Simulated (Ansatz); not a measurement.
Cost and result by functional for the adsorption energy of CH3 on the 1x1 (111) surface of fcc Au (the real clean face reconstructs), one in a 2x2 cell, started at the site 'bridge Au-Au (span 2.9 Å)', in Ansatz (plane waves, PAW). Single points on the PBE structure, on one kind of machine; costs are rough ratios of the slab run's core time (references not counted) to the cheapest single point. r2SCAN's cost holds its higher cutoff (500 against 420 eV). Differences are taken against r2SCAN for comparison alone: no measured value is at hand, so the table doesn't rank accuracy.

Slab: 20 atoms, 7.2 Å thick at the start under the adsorbate (thin: gaps and levels are the slab's own); k 6x6x1, smearing 0.1 eV, dipole-corrected; 8 atoms held, the rest relaxed; no symmetry held; spin-polarised, no spin-orbit, no U, no dispersion correction. The starting moment vanished. At the end it is bonded to Au. In PBE it is, or lies within 0.03 eV of, the lowest of the starts that converged. These notes are the PBE run's. r2SCAN: The program's check for a lower electronic state was not made. Adsorption energies are against CH4(g) − ½ H2(g). A negative adsorption energy means that the adsorbate is more stable on the surface than in its reference.

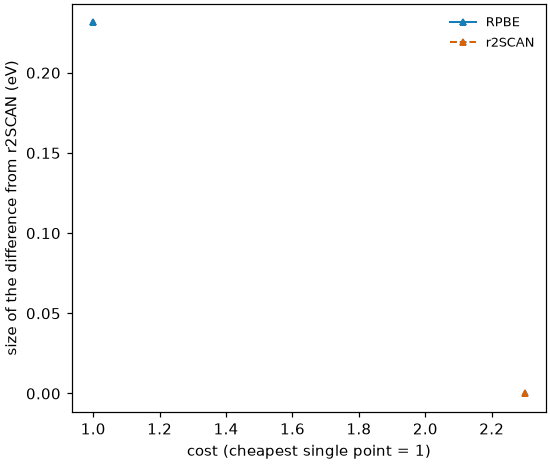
Figure: Difference from r2SCAN against cost

```tsv
functional	relative cost	adsorption energy (eV)	less r2SCAN (eV)
RPBE	1	1.35	0.23
r2SCAN	2	1.12	0.00
PBE (the relaxed run's value)	–	1.20	0.08
```

The values span 0.23 eV, while the single points' costs differ by a factor of roughly 2. Differences are of unrounded values.

Ansatz is a quantum-chemistry and plane-wave program.
